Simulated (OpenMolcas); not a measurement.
# doublet CH4OSi− at 5 levels

Aim: a comparison of 5 runs (UHF/STO-3G, UHF/aug-cc-pVDZ, UBHLYP/aug-cc-pVDZ, UM06-2X/aug-cc-pVDZ, UPBE/aug-cc-pVDZ) of doublet CH4OSi−. 

Program for the calculation: OpenMolcas 26.06.

## 1. The system as given

The species is CH4OSi− (7 atoms), meant as a doublet with charge -1. SMILES of the parent species: `CO[SiH]`. Geometry: relaxed at PBE0-D4/def2-TZVP. This is one conformer, not always the lowest. That shape belongs to the parent species and isn't relaxed for this state.

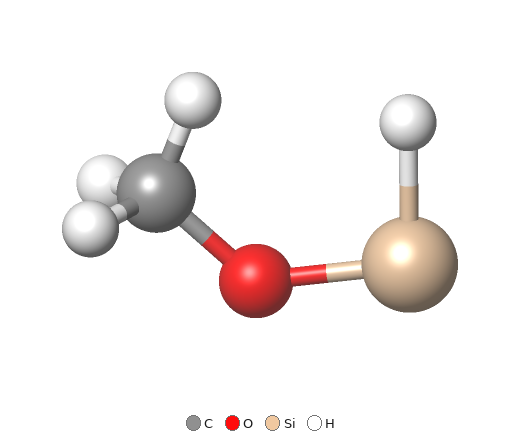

Viewed from a chosen angle; carbon grey, oxygen red, silicon light orange, hydrogen white.

## 2. A single-point energy at UHF/STO-3G (run 1)

File job.input:

```
&GATEWAY
  BasLib
  $CurrDir
  BasisSet
  C.STO-3G....
  C1 -0.512400 0.485500 -0.338500 angstrom
  End of Basis
  BasisSet
  O.STO-3G....
  O2 -0.443200 -0.446500 0.717600 angstrom
  End of Basis
  BasisSet
  Si.STO-3G....
  Si3 0.796900 -1.387300 1.229900 angstrom
  End of Basis
  BasisSet
  H.STO-3G....
  H4 -1.296400 0.180800 -1.035500 angstrom
  H5 0.443800 0.547500 -0.868700 angstrom
  H6 -0.769300 1.467500 0.065400 angstrom
  H7 1.841700 -0.915600 0.184100 angstrom
  End of Basis

&SEWARD

&SCF
  UHF
  Charge
  -1
  Spin
  2
  Thresholds
  1e-10 1e-07 1e-07 1e-05
  PrOrbitals
  1
```

The basis set STO-3G is read from a file made from the Basis Set Exchange's data (not shown).

Run with:

```sh
$ export MOLCAS_MEM=1860
$ pymolcas job.input > job.log
```

Log:

```text
--- Start Module: gateway ---
[...]
--- Stop Module: gateway /rc=_RC_ALL_IS_WELL_ ---
--- Start Module: seward ---
[...]
      Basis functions           23
--- Stop Module: seward /rc=_RC_ALL_IS_WELL_ ---
--- Start Module: scf ---
[...]
       Convergence after  18 Iterations
[...]
::    Total SCF energy                               -398.9069659156
[...]
      Total spin, S                                     0.5021409815
[...]
      Total electronic charge=   33.000000
      Total            charge=   -1.000000
[...]
      Dipole Moment (debye):
      Origin of the operator (angstrom)=    0.1546   -0.6473    0.6693
                   X= -1.9084E+00               Y=  1.9530E+00               Z= -1.3789E+00           Total=  3.0590E+00
      Center of Charge (angstrom)
[...]
--- Stop Module: scf /rc=_RC_ALL_IS_WELL_ ---
[...]
```

It took 2 s on 1 thread of Arm Neoverse V1, shared host; peak memory 0.37 GiB.

## 3. The energy at UHF/aug-cc-pVDZ (run 2)

File run.inp:

```
>>> EXPORT MOLCAS_PRINT=2
&GATEWAY
BasLib = $CurrDir
Coord
7
angstrom
C       -0.512400       0.485500      -0.338500
O       -0.443200      -0.446500       0.717600
Si       0.796900      -1.387300       1.229900
H       -1.296400       0.180800      -1.035500
H        0.443800       0.547500      -0.868700
H       -0.769300       1.467500       0.065400
H        1.841700      -0.915600       0.184100
Basis = aug-cc-pVDZ
Group = NoSym
&SEWARD
&SCF
UHF
Charge = -1
Spin = 2
Thresholds = 1e-10 1e-07 1e-07 1e-05
PrOrbitals = 1
```

The basis set aug-cc-pVDZ is read from a file made from the Basis Set Exchange's data (not shown).

Run with:

```sh
$ export MOLCAS_MEM=1860
$ pymolcas run.inp > run.log
```

Log:

```text
--- Start Module: gateway ---
[...]
--- Stop Module: gateway /rc=_RC_ALL_IS_WELL_ ---
--- Start Module: seward ---
[...]
      Basis functions          109
--- Stop Module: seward /rc=_RC_ALL_IS_WELL_ ---
[...]
--- Start Module: scf ---
[...]
       Convergence after  25 Iterations
[...]
::    Total SCF energy                               -403.9693549244
[...]
      Total spin, S                                     0.5117441691
[...]
      Dipole Moment (debye):
      Origin of the operator (angstrom)=    0.1546   -0.6473    0.6693
                   X= -3.1981E+00               Y=  4.2533E+00               Z= -3.4574E+00           Total=  6.3461E+00
      Center of Charge (angstrom)
[...]
--- Stop Module: scf /rc=_RC_ALL_IS_WELL_ ---
[...]
```

Wall time 20 s (1 thread of Arm Neoverse V1, shared host); peak memory 0.64 GiB.

## 4. The energy at UBHLYP/aug-cc-pVDZ (run 3)

File mol.input:

```
* CH4OSi Kohn-Sham DFT

&GATEWAY
  BasLib=$CurrDir
  Coord
  7
  angstrom
  C       -0.512400       0.485500      -0.338500
  O       -0.443200      -0.446500       0.717600
  Si       0.796900      -1.387300       1.229900
  H       -1.296400       0.180800      -1.035500
  H        0.443800       0.547500      -0.868700
  H       -0.769300       1.467500       0.065400
  H        1.841700      -0.915600       0.184100
  Basis=aug-cc-pVDZ
  Group=NoSym

&SEWARD
  GridInput
  Grid=UltraFine
  End of Grid

&SCF
  UHF
  Charge=-1
  Spin=2
  KSDFT=HYB_GGA_XC_BHANDHLYP
  Thresholds=1e-10 1e-07 1e-07 1e-05
  PrOrbitals=1 1
```

The basis set aug-cc-pVDZ is read from a file made from the Basis Set Exchange's data (not shown).

Run with:

```sh
$ export MOLCAS_MEM=1860
$ pymolcas mol.input > mol.log
```

Log:

```text
--- Start Module: gateway ---
[...]
--- Stop Module: gateway /rc=_RC_ALL_IS_WELL_ ---
--- Start Module: seward ---
[...]
      Basis functions          109
--- Stop Module: seward /rc=_RC_ALL_IS_WELL_ ---
[...]
--- Start Module: scf ---
[...]
       Convergence after  19 Iterations
[...]
::    Total KS-DFT energy                            -405.1523049456
[...]
      Total spin, S                                     0.5035282522
[...]
      Total electronic charge=   33.000000
      Total            charge=   -1.000000
[...]
      Dipole Moment (debye):
      Origin of the operator (angstrom)=    0.1546   -0.6473    0.6693
                   X= -3.0858E+00               Y=  3.9208E+00               Z= -3.1233E+00           Total=  5.8864E+00
      Center of Charge (angstrom)
[...]
--- Stop Module: scf /rc=_RC_ALL_IS_WELL_ ---
[...]
```

Wall time 100 s (1 thread of Arm Neoverse V1, shared host); peak memory 0.64 GiB.

Run 4 isn't shown in full; the table further down has it.

## 5. A single-point energy at UPBE/aug-cc-pVDZ (run 5)

File input.xyz:

```xyz
7

C     -0.512400     0.485500    -0.338500
O     -0.443200    -0.446500     0.717600
Si     0.796900    -1.387300     1.229900
H     -1.296400     0.180800    -1.035500
H      0.443800     0.547500    -0.868700
H     -0.769300     1.467500     0.065400
H      1.841700    -0.915600     0.184100
```

File test.inp:

```
>>> EXPORT MOLCAS_PRINT=2

&gateway
  baslib=$CurrDir
  coord=input.xyz
  basis=aug-cc-pVDZ
  group=NoSym

&seward
  gridinput
  Grid=UltraFine
  End of Grid

&scf
  uhf
  charge=-1
  spin=2
  ksdft=PBE
  thresholds=1e-10 1e-07 1e-07 1e-05
  prorbitals=1
```

The basis set aug-cc-pVDZ is read from a file made from the Basis Set Exchange's data (not shown).

Run with:

```sh
$ export MOLCAS_MEM=1860
$ pymolcas test.inp > test.log
```

Log:

```text
--- Start Module: gateway ---
[...]
--- Stop Module: gateway /rc=_RC_ALL_IS_WELL_ ---
--- Start Module: seward ---
[...]
      Basis functions          109
--- Stop Module: seward /rc=_RC_ALL_IS_WELL_ ---
[...]
--- Start Module: scf ---
[...]
       Convergence after  23 Iterations
[...]
::    Total KS-DFT energy                            -404.9337478771
[...]
      Total spin, S                                     0.5020048940
[...]
      Dipole Moment (debye):
      Origin of the operator (angstrom)=    0.1546   -0.6473    0.6693
                   X= -2.8767E+00               Y=  3.5197E+00               Z= -2.7622E+00           Total=  5.3192E+00
      Center of Charge (angstrom)
[...]
--- Stop Module: scf /rc=_RC_ALL_IS_WELL_ ---
[...]
```

Run time: 1.8 min. Hardware: 1 thread of Arm Neoverse V1, shared host; peak memory 0.64 GiB.

## 6. All runs side by side

```csv
run,level,integration grid,energy (Eh),HOMO energy (eV),LUMO energy (eV),⟨S²⟩,wall time
1,UHF/STO-3G,–,-398.906966,5.53,18.10,0.754,2 s
2,UHF/aug-cc-pVDZ,–,-403.969355,-0.36,3.60,0.774,20 s
3,UBHLYP/aug-cc-pVDZ,UltraFine,-405.152305,0.83,2.96,0.757,100 s
4,UM06-2X/aug-cc-pVDZ,UltraFine,-405.143671,0.83,2.88,0.754,2.8 min
5,UPBE/aug-cc-pVDZ,UltraFine,-404.933748,1.89,2.25,0.754,1.8 min
```

## 7. Outcome

| quantity | value |
| --- | --- |
| run 5: total energy | -404.93375 Eh |
| run 5: HOMO energy (highest over α and β) | 1.89 eV |
| run 5: LUMO energy (lowest over α and β) | 2.25 eV |
| run 5: ⟨S²⟩ | 0.754 |

**Reading.** Totals of different functionals can't be ranked against each other. In runs 1, 3, 4, 5 the HOMO lies above zero, so the outermost electron may be held by the basis alone. In run 1 the basis is minimal, so the values are rough. All runs together took 6.6 min, the longest 2.8 min.
